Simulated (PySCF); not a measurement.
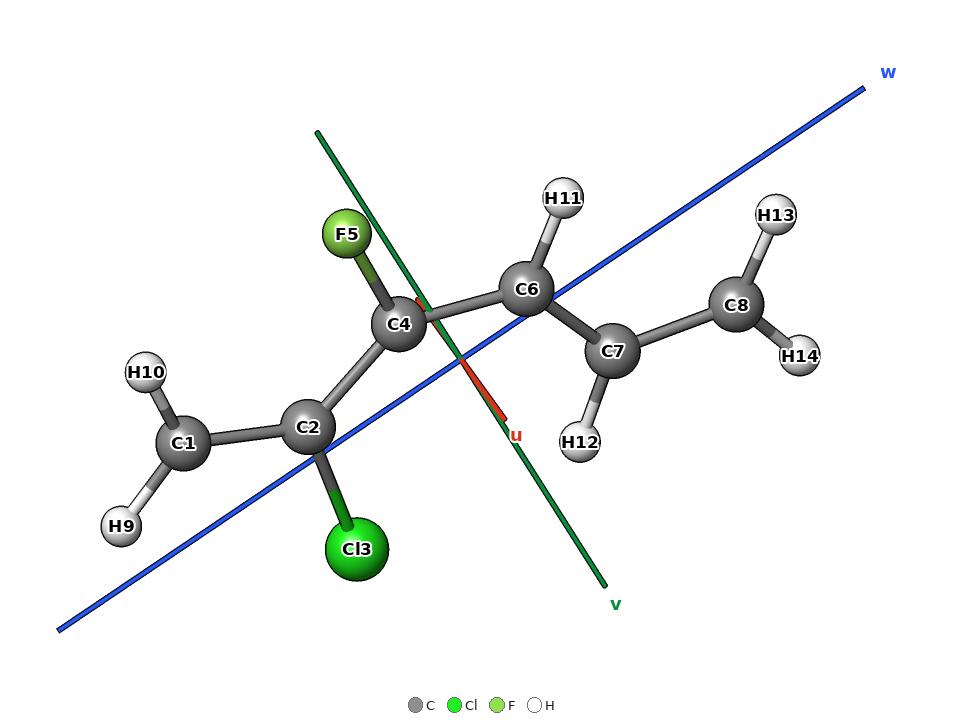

The lines u, v and w are the principal axes of the g tensor. The species has charge −1 and is a spin doublet. The geometry was computed by an optimisation with GFN2-xTB. No frequency run is at hand to confirm it as a minimum. Level of theory: UKS B3LYP, pcH-1 on C Cl F H, non-relativistic, mean-field spin-orbit, GIAO (PySCF 2.14.0).

Question: Along which axis does g lie farthest from the free-electron value?

Answer: Along w (in the molecular plane, at 26° to the long direction C1···C8): the shift is 818 ppm.

Give the principal values and shifts.

```json
{"axis": "u", "g": "2.00209", "shift (ppm)": "−228"}
{"axis": "v", "g": "2.00297", "shift (ppm)": "650"}
{"axis": "w", "g": "2.00314", "shift (ppm)": "818"}
```
